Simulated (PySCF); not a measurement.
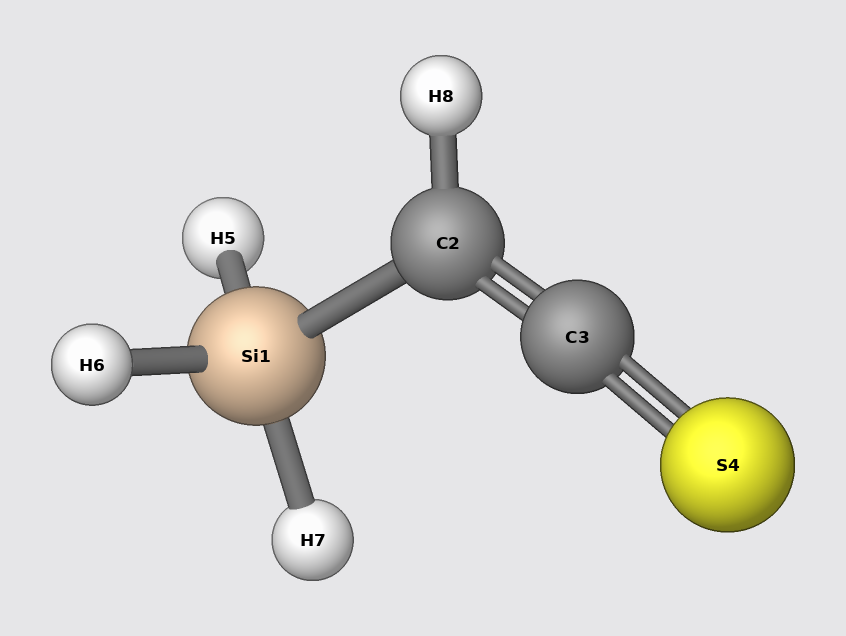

Computed geometry: GFN2-xTB optimisation. No frequency run is at hand to confirm it as a minimum. Properties computed with delta-SCF UKS SCAN, pcX-2 on the ionised atom, pcseg-1 elsewhere, spin-free X2C (PySCF 2.14.0).

Give the core-electron binding energies (to vacuum; p and d levels without spin–orbit splitting) of Si1 1s, Si1 2p, C2 1s, C3 1s, S4 1s, S4 2p.

```tsv
atom	level	binding energy (eV)
Si1	1s	1846.8
Si1	2p	107.3
C2	1s	290.1
C3	1s	292.2
S4	1s	2477.3
S4	2p	169.9
```

The geometry is semi-empirical. Around Si such bond lengths and angles can be off by a tenth of an ångström or more and by several degrees, and values that hang on the shape move with them.
